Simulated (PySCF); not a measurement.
System: C$_{4}$H$_{5}$O (doublet).

```csv
atom,x (Å),y (Å),z (Å)
O,1.8404,-1.2151,0.2893
C,0.8526,-0.5624,0.1344
C,-0.6130,-0.8969,-0.1075
C,-0.8618,0.5703,-0.1383
C,0.5630,0.9321,0.0955
H,-1.0879,-1.4606,0.7021
H,-0.8038,-1.4498,-1.0333
H,-1.7463,1.1535,-0.2781
H,1.0743,1.4683,-0.7109
H,0.7913,1.4652,1.0243
```

Geometry: GFN2-xTB.

Method: UKS B3LYP, pcH-1 on C H O, non-relativistic, mean-field spin-orbit, GIAO (PySCF).

Question: Predict the electron density, electron localisation function and spin density between the atoms.

Answer: C–O (1.19 Å): ρ is about 3.4 e/Å³ halfway; the ELF peaks at about 0.85 between the atoms; a short, multiple covalent bond.
C–C (1.49 Å): ρ at the midpoint is about 1.7 e/Å³; the ELF peaks at about 0.95 between the atoms, as expected for a shared electron pair.
C–H (1.07 Å): ρ is about 2.1 e/Å³ halfway; the ELF climbs to about 1 towards the hydrogen, as it does in any bond to H: a covalent bond by its length.
The unpaired spin (1 electron) lies mostly on C4 (about 0.7), in electrons by Hirshfeld's partition.

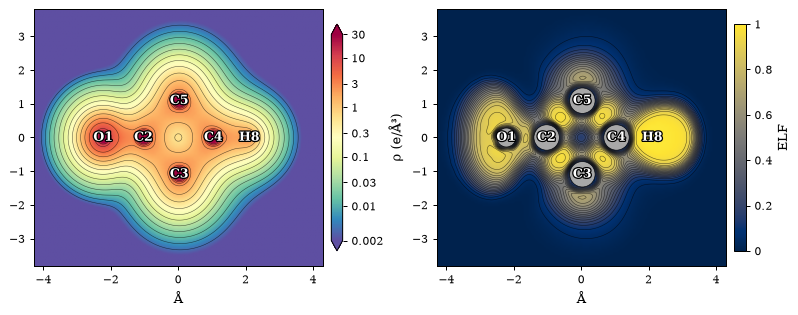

Computed electron density and electron localisation function on the plane of atoms C3, C2 and C5, in this order. Grey discs cover the atomic cores in the ELF map. 
